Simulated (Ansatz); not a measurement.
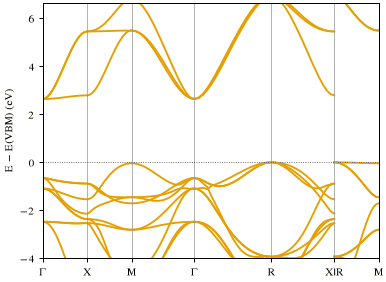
*Band structure from plane-wave PAW r²SCAN (Ansatz code)*

Read off the gap and where the band edges lie.

About 2.6 eV (2.64 eV by a search for the band edges); maximum at R, minimum at Γ.

Which of these materials gives this?
A) KTaO3, cubic perovskite
B) SrTiO3, cubic perovskite
C) BaTiO3, cubic perovskite

A, KTaO3, cubic perovskite

Space group Pm-3m (cubic perovskite). The cell was relaxed with r²SCAN under the symmetry of its start; phonons on a q-mesh show no instability. The run is not spin-polarised. Spin–orbit coupling is left out wherever it is not named.

Potentials: the earlier of the program's two PAW sets.
